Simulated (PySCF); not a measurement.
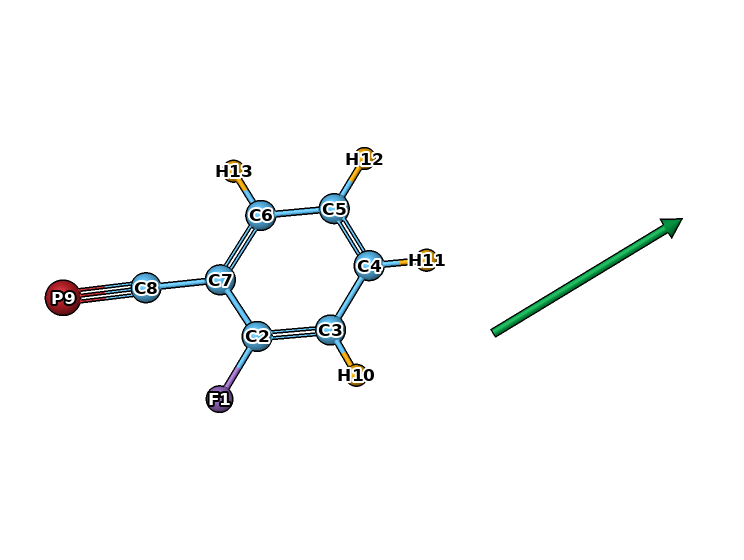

The arrow beside the molecule shows the direction of the dipole moment, from the negative to the positive end (its length means nothing). The geometry was computed by an optimisation with GFN2-xTB. No frequency run is at hand to confirm it as a minimum. Method: ωB97X-D/def2-SVPD, gas phase (PySCF 2.14.0).

Question: How large is the dipole moment?

Answer: 2.63 D; it points from the side of P9 to the side of H11, H12 (the outermost atoms at the two ends).

The geometry is semi-empirical. Around P such bond lengths and angles can be off by a tenth of an ångström or more and by several degrees, and values that hang on the shape move with them.
